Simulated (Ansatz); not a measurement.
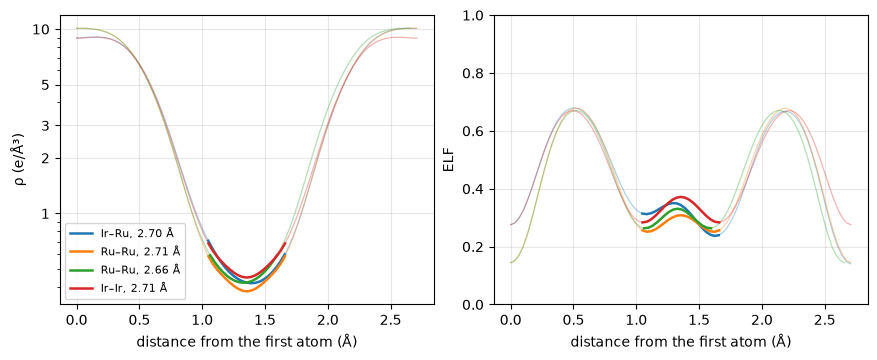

Ir$_{2}$Ru$_{3}$. Valence electron density and ELF along straight lines between neighbouring atoms. Thin, pale parts lie inside the atomic spheres.

Space group I4/mmm; a structure generated by program, which may or may not match a known phase; computed without spin polarisation.

These are results of Ansatz 0.2.0, DFT PBE, scalar-relativistic, plane waves, PAW, not measurements.

The density is the valence pseudo-density of a PAW calculation; it isn't the true density close to the nuclei.

```yaml
crystal:
  lattice:
    - [2.70877, 0.00000, 0.00000]
    - [0.00000, 2.70877, 0.00000]
    - [0.00000, 0.00000, 19.17675]
  atoms:
    - { symbol: Ru, position: [0.50000, 0.50000, 0.20194] }
    - { symbol: Ru, position: [0.00000, 0.00000, 0.70194] }
    - { symbol: Ru, position: [0.00000, 0.00000, 0.29806] }
    - { symbol: Ru, position: [0.50000, 0.50000, 0.79806] }
    - { symbol: Ru, position: [0.50000, 0.50000, 0.00000] }
    - { symbol: Ru, position: [0.00000, 0.00000, 0.50000] }
    - { symbol: Ir, position: [0.50000, 0.50000, 0.40040] }
    - { symbol: Ir, position: [0.00000, 0.00000, 0.90040] }
    - { symbol: Ir, position: [0.00000, 0.00000, 0.09960] }
    - { symbol: Ir, position: [0.50000, 0.50000, 0.59960] }
```

Compare the contacts.

Answer. Ir–Ru (2.70 Å): ρ is about 0.42 e/Å³ halfway; the ELF is about 0.35 at the midpoint.
Ru–Ru (2.71 Å): ρ at the midpoint is about 0.38 e/Å³; the ELF is about 0.30 at the midpoint.
Ru–Ru (2.66 Å): ρ at the midpoint is about 0.42 e/Å³; the ELF is about 0.35 at the midpoint.
Ir–Ir (2.71 Å): ρ is about 0.45 e/Å³ halfway; the ELF is about 0.35 at the midpoint.
